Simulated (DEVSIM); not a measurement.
System: Cr/SiO2/n-Si capacitor, at 300 K.

```csv
layer (left to right),material,thickness (nm),Nd (cm⁻³)
1,SiO2,26.0,-
2,Si,400,4.2e18
```

Metal gate on the left, work function 4.5 eV. Fixed charge at the semiconductor interface 9.3e10 cm⁻² (in units of +e); no interface traps.

Constants are typed, rounded textbook-type inputs, not results; the design itself was drawn at random and stands for no fabricated device. Values at 300 K.

| parameter | SiO2 | Si |
|---|---|---|
| gap (eV) | 9 | 1.124 |
| affinity (eV) | 0.9 | 4.05 |
| permittivity | 3.9 | 11.7 |
| Nc (cm⁻³) | - | 2.86e19 |
| Nv (cm⁻³) | - | 3.1e19 |

DEVSIM, 1D Poisson equation in equilibrium, Boltzmann statistics, complete ionisation; no quantum confinement or tunnelling. Metal contacts follow the ideal Schottky-Mott rule: no Fermi-level pinning, no interface dipoles.

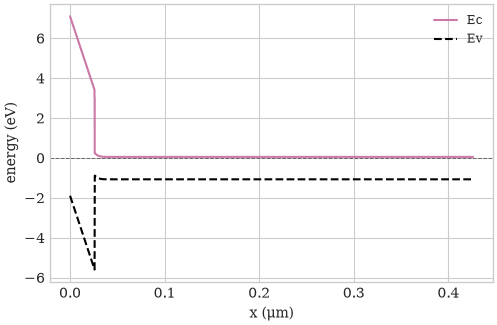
Fig. 1. Band edges at -3.5 V on the gate

Energies count from the Fermi level of the right contact; mesh points crowd at the junctions.

| x (μm) | Ec (eV) | Ev (eV) | n (cm⁻³) | p (cm⁻³) | field (V/cm) |
|---|---|---|---|---|---|
| 0.000 | 7.100 | -1.900 | < 1e2 | < 1e2 | -1400000 |
| 0.001089 | 6.944 | -2.055 | < 1e2 | < 1e2 | -1400000 |
| 0.003106 | 6.657 | -2.344 | < 1e2 | < 1e2 | -1400000 |
| 0.007097 | 6.087 | -2.913 | < 1e2 | < 1e2 | -1400000 |
| 0.01612 | 4.799 | -4.201 | < 1e2 | < 1e2 | -1400000 |
| 0.02144 | 4.040 | -4.960 | < 1e2 | < 1e2 | -1400000 |
| 0.02412 | 3.656 | -5.344 | < 1e2 | < 1e2 | -1400000 |
| 0.02591 | 3.402 | -5.598 | < 1e2 | < 1e2 | -1400000 |
| 0.02690 | 0.200 | -0.924 | 1.2e16 | 9300 | -400000 |
| 0.02889 | 0.133 | -0.991 | 1.7e17 | 690 | -280000 |
| 0.03280 | 0.067 | -1.057 | 2.1e18 | < 1e2 | -80000 |
| 0.04463 | 0.050 | -1.074 | 4.2e18 | < 1e2 | -270 |
| 0.06367 | 0.050 | -1.074 | 4.2e18 | < 1e2 | ≈ 0 |
| 0.1010 | 0.050 | -1.074 | 4.2e18 | < 1e2 | ≈ 0 |
| 0.2141 | 0.050 | -1.074 | 4.2e18 | < 1e2 | ≈ 0 |
| 0.3211 | 0.050 | -1.074 | 4.2e18 | < 1e2 | ≈ 0 |
| 0.3731 | 0.050 | -1.074 | 4.2e18 | < 1e2 | ≈ 0 |
| 0.3996 | 0.050 | -1.074 | 4.2e18 | < 1e2 | ≈ 0 |
| 0.4161 | 0.050 | -1.074 | 4.2e18 | < 1e2 | ≈ 0 |
| 0.4215 | 0.050 | -1.074 | 4.2e18 | < 1e2 | ≈ 0 |
| 0.4243 | 0.050 | -1.074 | 4.2e18 | < 1e2 | ≈ 0 |
| 0.4260 | 0.050 | -1.074 | 4.2e18 | < 1e2 | ≈ 0 |
